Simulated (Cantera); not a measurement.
Input: 1 mol Pb, 10 mol CO₂, 43 mol H₂, held at 0.133 bar.

Method: chemical equilibrium by Gibbs-energy minimisation in Cantera with the NASA 1993 tables (ideal gas, pure condensed phases). Candidate condensed phases: C, C₆H₆, C₇H₈, C₈H₁₈, H₂O, Pb, PbO, PbO₂, Pb₃O₄; 113 gas species. Equilibrium is a limit: real reactors are often held back by kinetics, nucleation or transport.

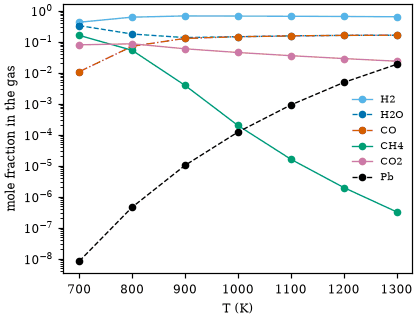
*Equilibrium gas composition (values under 1e-9 drawn at 1e-9)*

Question: Read off the mole fractions at 900 K.

Answer: H₂ about 0.67, H₂O about 0.14, CO about 0.13, CO₂ about 0.059, CH₄ about 0.0039, Pb about 1.0e-5.
